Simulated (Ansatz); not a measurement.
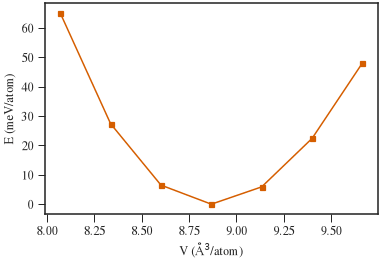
*GeBCN in space group R3m (No. 160; B on 3a, N on 3a, Ge on 3a, C on 3a) under volume change, DFT-r²SCAN in the program Ansatz with PAW potentials, shape and atoms relaxed at each volume.*

Question: What does a third-order Birch–Murnaghan fit give for V₀, B₀ and B′?

Answer: V₀ = 8.87 Å³/atom, B₀ = 248 GPa, B′ = 4.0.

The start of the workflow was typed in or built on a structure type; neither database checked (COD, Materials Project) lists it. Its standing as an ambient phase is unchecked. Symmetry was held in the r²SCAN relaxation; whether a distortion lowers the energy is not shown. The volume moved by -16 % from the start of the relaxation.

Potentials: the earlier of the program's two PAW sets.
